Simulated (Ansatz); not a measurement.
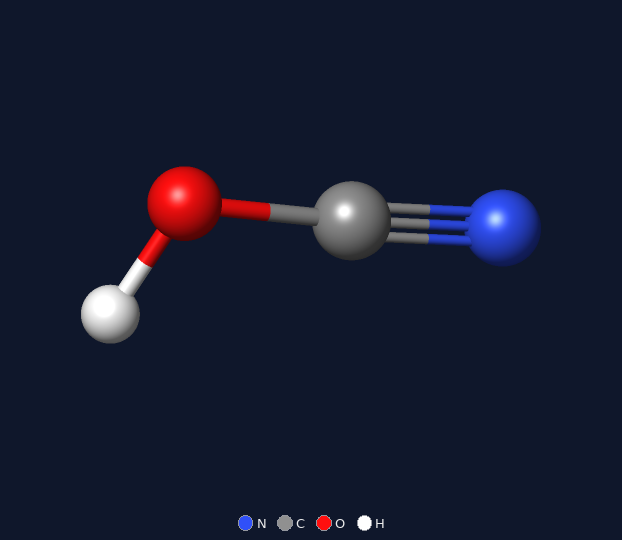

Ball-and-stick drawing of a structure.

Computed geometry: PBE0-D4/def2-TZVP optimisation.

Description:

The molecule is CHNO. Its SMILES string is `N#CO`. Among its groups: nitrile. All atoms lie on one plane. Coordination: 1 C linear; 1 O bent.

The parts below concern this one geometry. Atoms keep their numbers from picture to picture.

### Shape

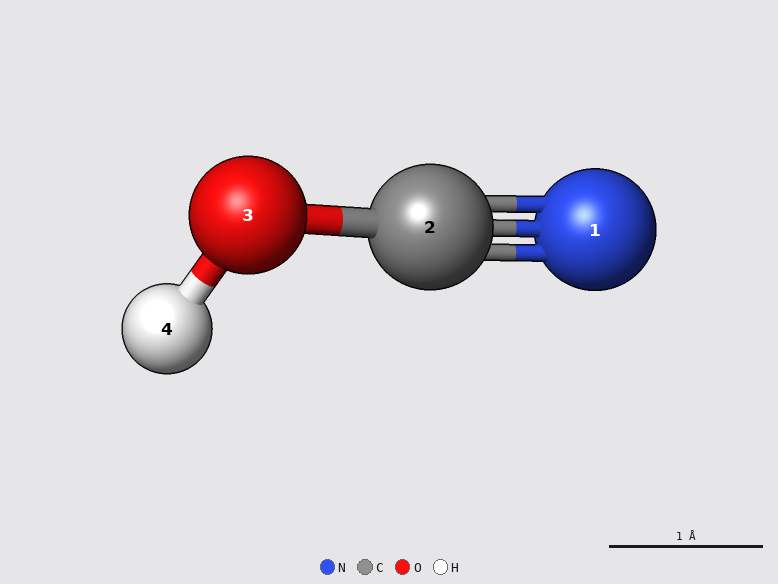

The atoms are numbered.

Which atoms are bonded, and how long are the bonds?

```tsv
bond	length (Å)	order
N1–C2	1.153	triple
C2–O3	1.290	single
O3–H4	0.966	single
```

### Thermal motion

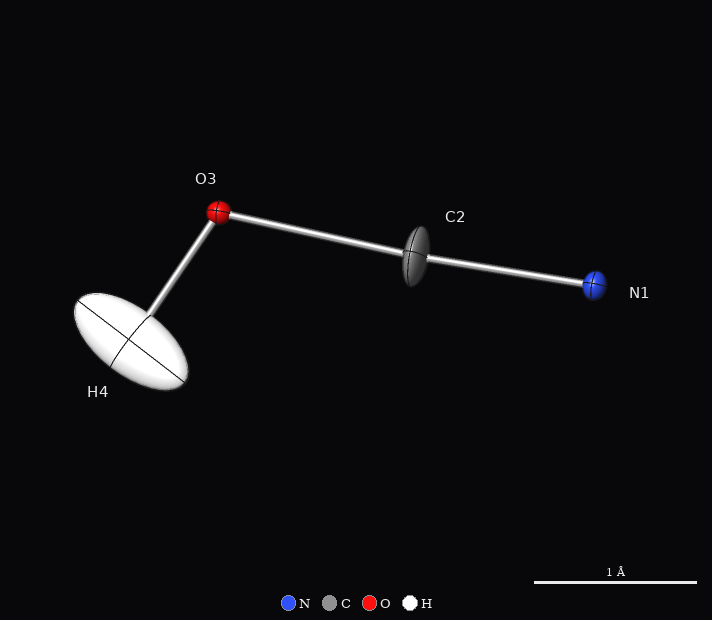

Displacement ellipsoids at the 50 % level, enlarged 2 times, from the internal vibrations of the free molecule (harmonic, no overall translation or rotation; no half-axis is drawn under 0.075 Å). Vibrations computed with RKS PBE0-D4/def2-TZVP (Ansatz 0.2.0). Temperature: 600 K.

Which atom has the largest mean-square displacement?

H4, with U_eq = 0.0084 Å².

Does H4 move more along its bond or across it?

Across it: the root-mean-square amplitude is 0.068 Å along the bond and up to 0.142 Å across, since bending and torsion are softer than stretching.

Give the displacement parameters, one line for each set of equivalent atoms.

| atom | U_eq (Å²) | rms amplitudes (Å) |
| --- | --- | --- |
| N1 | 0.00073 | 0.024, 0.027, 0.030 |
| C2 | 0.0026 | 0.022, 0.058, 0.062 |
| O3 | 0.00046 | 0.019, 0.019, 0.026 |
| H4 | 0.0084 | 0.026, 0.067, 0.142 |

### Electronic properties

Method: RKS revPBE-D4/def2-TZVPP (Ansatz 0.2.0).

Estimate the HOMO energy (Kohn–Sham orbital).

−7.46 eV.

Give the LUMO energy (Kohn–Sham orbital) at this level.

−1.27 eV.

### Vibrations

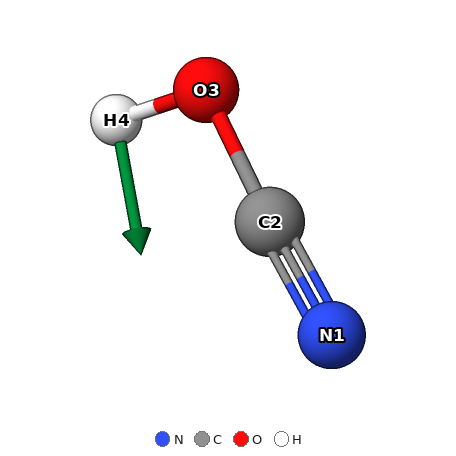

The arrows show one normal mode. Harmonic vibrations computed with RKS PBE0-D4/def2-TZVP (Ansatz 0.2.0) at a stationary point of the same level.

What kind of motion is it?

Mostly C–O–H bending.

At what wavenumber does it lie?

1243 cm⁻¹; it is mode 4 of 6 counted from the lowest.

### Charges

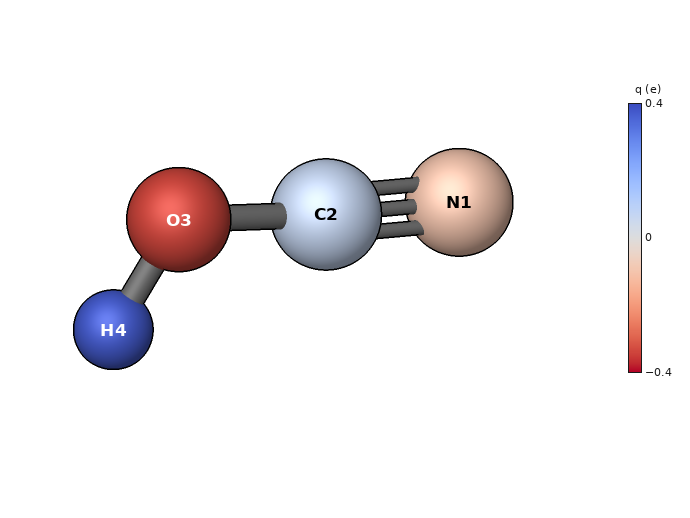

Atoms are coloured by their Mulliken charges. Method: RKS PBE0-D4/def2-TZVP (Ansatz 0.2.0).

List the Mulliken charges.

| atom | value (e) |
| --- | --- |
| N1 | −0.10 |
| C2 | 0.06 |
| O3 | −0.34 |
| H4 | 0.37 |

Mulliken values depend strongly on the basis set and can even reverse the polarity of a bond.
